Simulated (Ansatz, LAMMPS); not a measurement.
## Amorphous Ge (61 atoms): a short ab initio trajectory

How do the atoms of amorphous Ge (61 atoms) move, and what local order do they keep?

Main program and level: Ansatz 0.2.0; Kohn-Sham DFT, PBE, PAW (set soft_2), plane waves.

### 1. Starting point

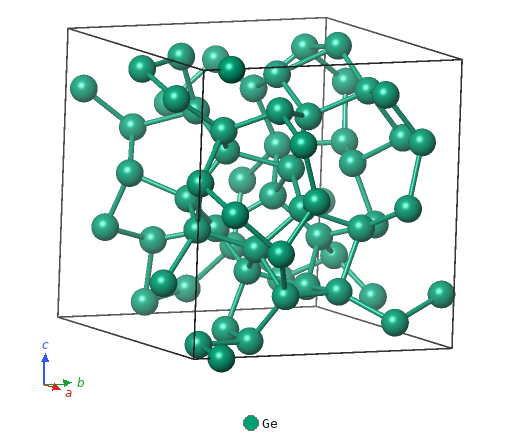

The starting structure, seen slightly off an axis (germanium teal). Bonds to atoms that aren't drawn are left out. Some periodic images of atoms are drawn too.

The cell holds 61 atoms: 61 Ge. Its edges and angles: a = 11.207 Å, b = 11.207 Å, c = 11.207 Å, α = 90.0°, β = 90.0°, γ = 90.0°. 61 atoms (61 Ge) placed at random at 5.23 g/cm³, melted at 3500 K for 10 ps at fixed volume with the Tersoff potential (Tersoff, Phys. Rev. B 39, 5566 (1989)). Quenched from 3500 K to 300 K at 6 K/ps and fixed volume, annealed at 1300 K for 20 ps, held 5 ps.

Before any run, some limits are plain. The quench rate of 6 K/ps is many orders above laboratory rates, so the cell is likely richer in defects and strain than a real sample. The network of bonds at the start is that of the classical potential that made the cell. Sampling is at Γ alone, for a cell whose shortest periodic width is 11 Å.

### 2. Dynamics started at 600 K

Without a thermostat the total energy must stay constant, which tests forces and time step. The time step is 2.0 fs.

The input, input.yaml:

```yaml
crystal:
  lattice:
    - [11.2075, 0.0, 0.0]
    - [0.0, 11.2075, 0.0]
    - [0.0, 0.0, 11.2075]
  atoms:
    - { symbol: Ge, position: [0.99336, 0.11111, 0.99701] }
    - { symbol: Ge, position: [0.00158, 0.39565, 0.72721] }
    - { symbol: Ge, position: [0.0853, 0.02433, 0.80304] }
    - { symbol: Ge, position: [0.71982, 0.93052, 0.69097] }
    [... 51 atom lines left out ...]
    - { symbol: Ge, position: [0.33805, 0.26278, 0.9416] }
    - { symbol: Ge, position: [0.68501, 0.04051, 0.21528] }
    - { symbol: Ge, position: [0.11142, 0.6372, 0.46568] }
    - { symbol: Ge, position: [0.59287, 0.6448, 0.16891] }
    - { symbol: Ge, position: [0.40474, 0.60176, 0.45708] }
    - { symbol: Ge, position: [0.32731, 0.88811, 0.22865] }
kpoints:
  mp_grid: { grid: [1, 1, 1] }
hamiltonian:
  xc: pbe
scf:
  occupations: { method: gaussian, width: 0.05 }
output:
  forces: true
md:
  timestep: 2.0
  n_steps: 67
  ensemble: nve
  temperature: 600
  initial_velocities: maxwell_boltzmann
  seed: 4585
```

Command:

```console
> ansatz run input.yaml --threads 4 --pin off --max-ram 8192MiB --backend cpu --events-out ev --progress --plain --runs-dir out
```

Elapsed: 12 min, on 4 threads of Arm Neoverse V2, shared host; peak memory 2.3 GiB.

The program notes that it switched symmetry off.

Rows from the run:

```
time (fs)  T (K)  potential (meV/atom)  conserved (meV/atom)
      0.0    600                   0.0                  0.00
      8.0    574                   3.4                  0.01
     18.0    518                  10.4                  0.03
     26.0    491                  13.9                  0.04
     36.0    491                  13.9                  0.03
     44.0    501                  12.5                  0.02
     54.0    505                  12.1                  0.02
     62.0    501                  12.6                  0.02
     72.0    496                  13.3                  0.02
     80.0    491                  13.9                  0.02
     90.0    474                  16.0                  0.02
     98.0    448                  19.3                  0.02
    108.0    412                  23.9                  0.03
    116.0    396                  26.0                  0.03
    126.0    398                  25.7                  0.03
    134.0    408                  24.4                  0.02
```

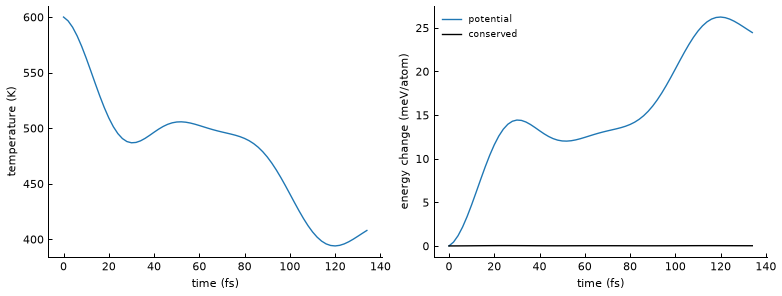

Temperature and energies against time.

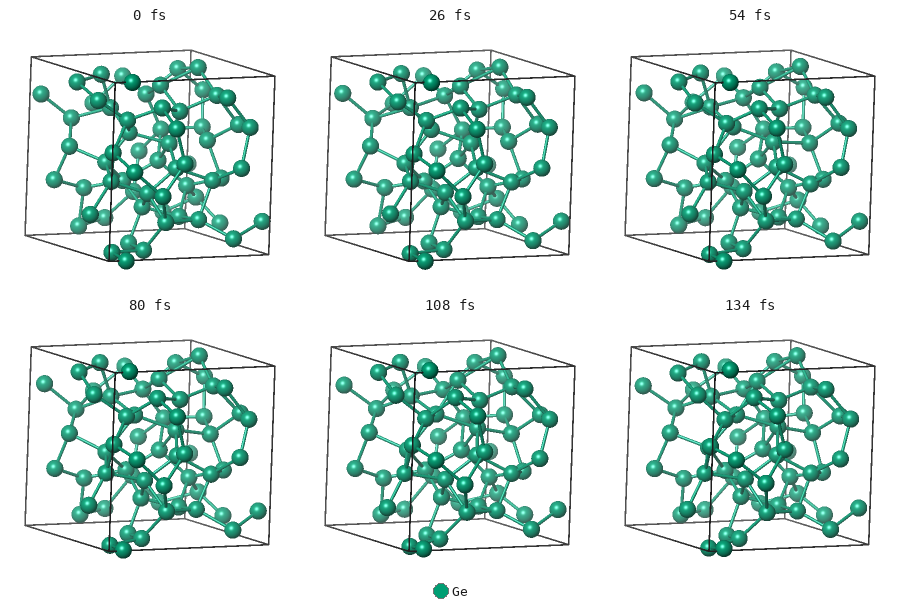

6 frames of the run. Bonds to atoms that aren't drawn are left out.

Mean square displacement from the first frame to the last: Ge 0.12 Å².

Table of mean square displacement, Ge by time lag:

```
time lag (fs)  mean square displacement, Ge (Å²)
          2.0                             6.5e-5
         10.0                            0.00160
         14.0                            0.00312
         24.0                            0.00889
         32.0                             0.0153
         36.0                             0.0190
         46.0                             0.0293
         54.0                             0.0383
         58.0                             0.0430
         68.0                             0.0548
```

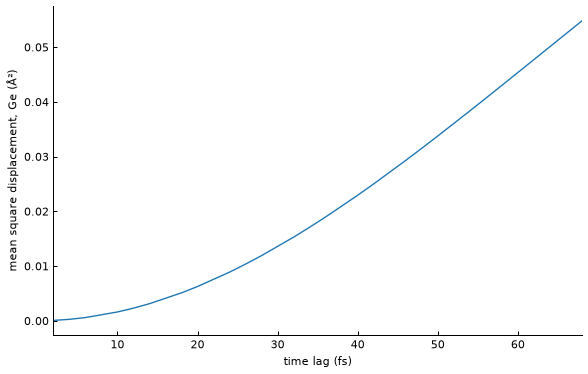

Mean square displacement, Ge against time lag.

Over the second half of 134 fs the temperature averages 442 K, falling from about 494 to 400 K (means over the first and last quarter of that half). The conserved energy stays within 0.04 meV/atom. The atoms reach a mean square displacement of 0.12 Å² at the end; the farthest move is 0.70 Å. The mean temperature of 442 K lies well off the 600 K of the input: without a thermostat, part of the starting kinetic energy flows into potential energy (about half from a start near a minimum). The count of bonds goes from 126 in the first frame to 124 in the last, by one set of cutoffs: 3 pairs passed out of them and 1 came within. The run spans 0.13 ps, too short for its means to be equilibrium values.

### 3. Structure statistics late in the run

The g(r) is a mean over the second half; what follows it is taken at the last frame.

Density 5.23 g/cm³, 23.08 Å³ an atom.

Mean of 18 frames. Pair distribution function in bins of 0.2 Å:

```
r (Å)  total
 2.20   0.03
 2.40   2.70
 2.60   2.87
 2.80   0.34
 3.00   0.13
 3.20   0.21
 3.40   0.41
 3.60   1.20
 3.80   1.32
 4.00   1.49
 4.20   1.51
 4.40   1.30
 4.60   1.06
 4.80   0.90
 5.00   0.84
 5.20   0.84
 5.40   0.73
```

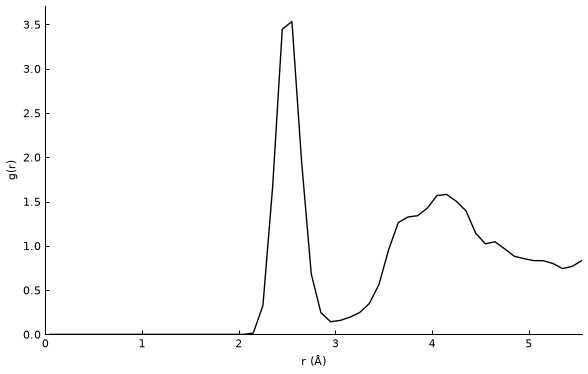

Pair distribution functions, lightly smoothed.

Bonds by pair of elements; cutoffs follow the first minimum of g(r), held within bounds set by covalent radii, and pairs that aren't listed don't count as bonded:

```
pair A-B  cutoff (Å)  bonds  mean length (Å)  spread (Å)  shortest (Å)  B about A  A about B
   Ge-Ge        2.98    124             2.53       0.092          2.31       4.07       4.07
```

How many atoms have how many bonded neighbours:

```
element  mean  3   4  5
     Ge  4.07  2  53  6
```

Bond angles (no mean is given where the spread exceeds 20°):

```
   angle  count  mean (°)  spread (°)
Ge-Ge-Ge    384       108        16.8
```

Bond length by coordination (bonds to H left out):

```
element  coordination  atoms  mean bond length (Å)
     Ge             3      2                  2.62
     Ge             4     53                  2.52
     Ge             5      6                  2.56
```

Rings of the network by King's shortest-path rule, up to 12 atoms, one path for each pair of neighbours; H, halogens, alkali and alkaline-earth atoms are left out, and the last column divides by all other atoms, bonded or not:

```
ring size (atoms)  rings  per network atom
                4      5             0.082
                5     31             0.508
                6     49             0.803
                7     28             0.459
                8      5             0.082
```

The first maximum of g(r) stands at about 2.5 Å. With the cutoffs above, 87 % of Ge atoms have 4 bonded neighbours. The Ge-Ge-Ge angle averages 108° with a spread of 17°. Bonds at Ge atoms with 4 neighbours average 2.52 Å, against 2.56 Å at those with 5. Rings of 6 atoms are the most common (42 % of those counted); sizes run from 4 to 8.

### 4. Single point at the last frame

The last frame is solved again with fuller output, to read the electronic structure of a thermally displaced geometry.

The input, input.yaml:

```yaml
crystal:
  lattice:
    - [11.2075, 0.0, 0.0]
    - [0.0, 11.2075, 0.0]
    - [0.0, 0.0, 11.2075]
  atoms:
    - { symbol: Ge, position: [0.99746, 0.09508, 0.01208] }
    - { symbol: Ge, position: [0.00441, 0.39643, 0.74503] }
    - { symbol: Ge, position: [0.07964, 0.04089, 0.79191] }
    - { symbol: Ge, position: [0.73597, 0.93217, 0.68547] }
    [... 51 atom lines left out ...]
    - { symbol: Ge, position: [0.33014, 0.26728, 0.95432] }
    - { symbol: Ge, position: [0.691, 0.01982, 0.1892] }
    - { symbol: Ge, position: [0.09767, 0.63753, 0.48566] }
    - { symbol: Ge, position: [0.57855, 0.64766, 0.17289] }
    - { symbol: Ge, position: [0.41906, 0.62393, 0.46685] }
    - { symbol: Ge, position: [0.31846, 0.90608, 0.19101] }
kpoints:
  mp_grid: { grid: [1, 1, 1] }
hamiltonian:
  xc: pbe
scf:
  occupations: { method: gaussian, width: 0.05 }
output:
  forces: true
  stress: true
  populations: intrinsic
  dos:
    method: { smearing: { sigma: 0.08 } }
    de: 0.1
    projected: { site_lists: { Ge: [Ge] } }
  eigenvalues: true
  write_density: true
  write_potential: true
  volumetric_format: npy
  elf: true
```

Elapsed: 27 s, on 4 threads; peak memory 2.1 GiB; 1.7 min of CPU time.

Numbers from this run:

```yaml
free_energy: -261974.8614 eV
free_energy_per_atom: -4294.6699 eV/atom
scf_cycles: 9
pressure: 3.285 GPa
r_m_s_force_component: 0.5252 eV/Å
longest_force: 2.07 eV/Å
fermi_energy: 8.139 eV
spacing_of_highest_filled_and_lowest_empty_level: 0.1613 eV
```

Neighbours are counted within 2.98 Å (Ge-Ge), the cutoffs taken from the dynamics.

Length of the force by element and coordination:

```
element  coordination  atoms  mean length of the force (eV/Å)  spread  least   most
     Ge           all     61                            0.827   0.379  0.103   2.07
     Ge             3      2                            0.658   0.225  0.433  0.883
     Ge             4     53                            0.827   0.372  0.103   2.07
     Ge             5      6                            0.889   0.450  0.306   1.63
```

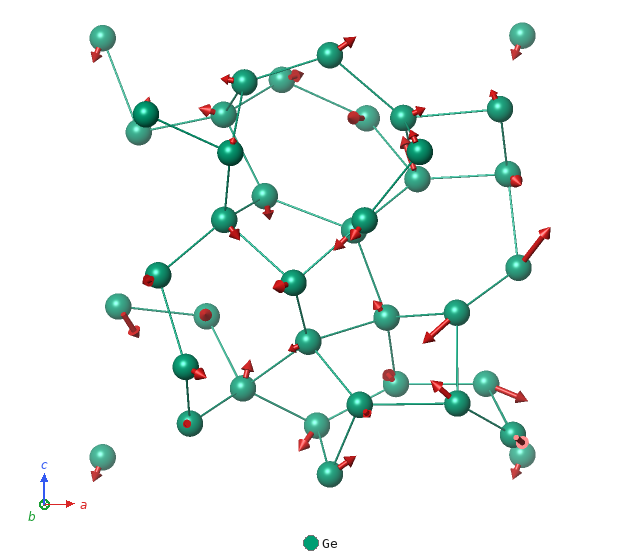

Forces as arrows; the longest in the cell is 2.07 eV/Å. Drawn is a slice 6 Å thick, seen along the normal of the ac plane. Bonds to atoms that aren't drawn are left out.

Intrinsic-atomic-orbital charges by element and coordination:

```
element  coordination  atoms  mean charge (e)  spread    least    most
     Ge           all     61                0   0.034  -0.0835  0.0993
     Ge             3      2           0.0297  0.0192   0.0105   0.049
     Ge             4     53           0.0012  0.0332  -0.0709  0.0993
     Ge             5      6          -0.0201  0.0345  -0.0835  0.0209
```

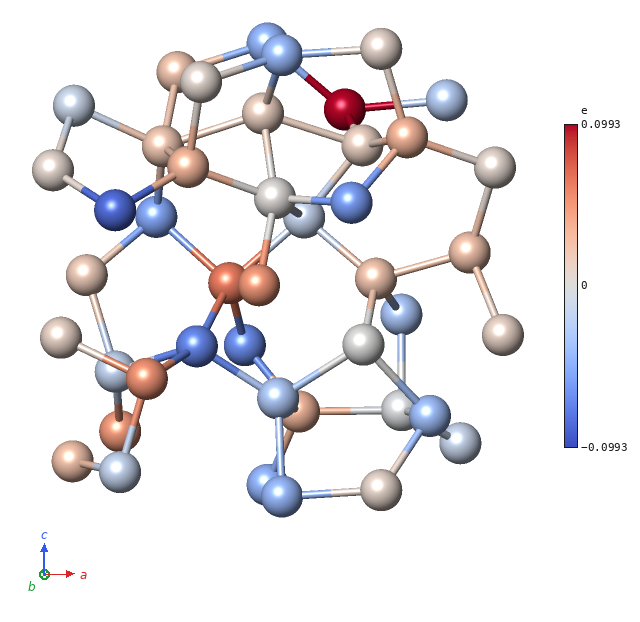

Atoms coloured by intrinsic-atomic-orbital charge. Drawn is a slice 7 Å thick, seen along the normal of the ac plane.

States in the cell by windows of 1 eV, zero at the Fermi level; the larger projections on atomic orbitals stand beside the total:

```
from (eV)  to (eV)  total  Ge p  Ge s
      -18      -13    0.0   0.0   0.0
      -13      -12    2.1   0.1   2.0
      -12      -11   12.7   3.4   9.3
      -11      -10   20.3   6.0  14.2
      -10       -9   16.7   5.1  11.5
       -9       -8   17.0   5.5  11.4
       -8       -7   18.6   6.8  11.6
       -7       -6   16.3   7.2   9.0
       -6       -5   13.1   6.8   6.2
       -5       -4   12.4  10.2   2.2
       -4       -3   28.7  26.4   2.2
       -3       -2   26.5  23.8   2.4
       -2       -1   36.9  33.7   2.9
       -1        0   23.3  20.4   2.6
        0        1   20.9  15.4   4.8
        1        2   28.3  20.5   6.2
        2        3   29.1  21.5   5.0
        3        4   38.5  28.7   4.8
        4        5   35.5  25.6   3.4
```

The curve was stored every 0.10 eV, coarse against its broadening of 0.08 eV, so these counts are rough.

Between -25 and -18 eV lie 610 more states.

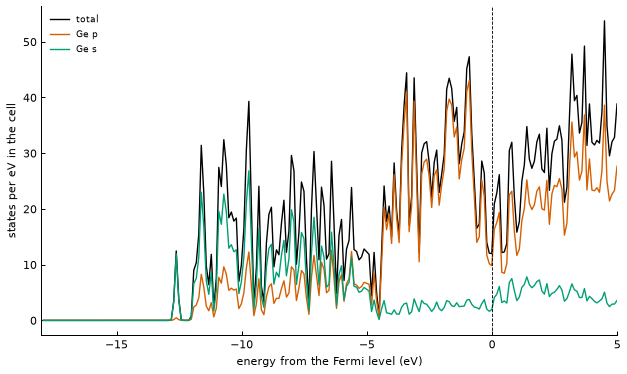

Total and projected density of states, with the broadening of the input.

The levels nearest the highest filled one (over half full), pooled over k-points and spins:

```
level less the highest filled one (eV)  occupation
                                -0.509           2
                                -0.377           2
                                -0.317           2
                                -0.254           2
                                -0.174           2
                                     0        1.98
                                 0.161       0.022
                                 0.228           0
                                 0.352           0
                                 0.362           0
                                 0.542           0
                                 0.730           0
```

Intrinsic-atomic-orbital charges run from -0.08 to +0.10 e. Within 0.4 eV of the Fermi level the largest share is Ge p (81 % of the projected weight).

### 5. Summary of results

- mean temperature, second half: 442.1 K
- temperature swing, second half: 39.92 K
- slope of the conserved energy against time, by least squares: 0.0574 meV/atom/ps
- free energy per atom: -4294.6699 eV/atom
- pressure: 3.285 GPa
- r.m.s. force component: 0.5252 eV/Å
- gap (highest filled to lowest empty level): 0.1613 eV
- wall time of the 2 DFT runs: 12 min

In words: Over the second half of 134 fs the temperature averages 442 K, falling from about 494 to 400 K (means over the first and last quarter of that half). The conserved energy stays within 0.04 meV/atom. The mean temperature of 442 K lies well off the 600 K of the input: without a thermostat, part of the starting kinetic energy flows into potential energy (about half from a start near a minimum). The count of bonds goes from 126 in the first frame to 124 in the last, by one set of cutoffs: 3 pairs passed out of them and 1 came within. The run spans 0.13 ps, too short for its means to be equilibrium values. With the cutoffs above, 87 % of Ge atoms have 4 bonded neighbours. The highest filled and lowest empty levels differ by 0.161 eV (at Γ alone); a semilocal functional tends to put such gaps too low. In a disordered cell it changes from sample to sample, and tail or defect levels can set it.

What to keep in mind: The starting topology of bonds comes from the classical model; in DFT 3 of its 126 bonded pairs passed out of the cutoffs and 1 came within them. The stress is far from hydrostatic: its diagonal is 1.6, 4.6, 3.7 GPa, compression counted positive. The pressure of 3.3 GPa is that of one thermal frame at a volume set beforehand, without the kinetic term.

[Logs are printed without paths, hosts, clocks, repeated set-up lines and the standing remarks that a program may print on its own settings, such as how far it seeks lower states.]

[Hosts, paths, dates, database ids (printed as entryN), source tags and the programs' standing remarks are cut or masked in the printed files.]
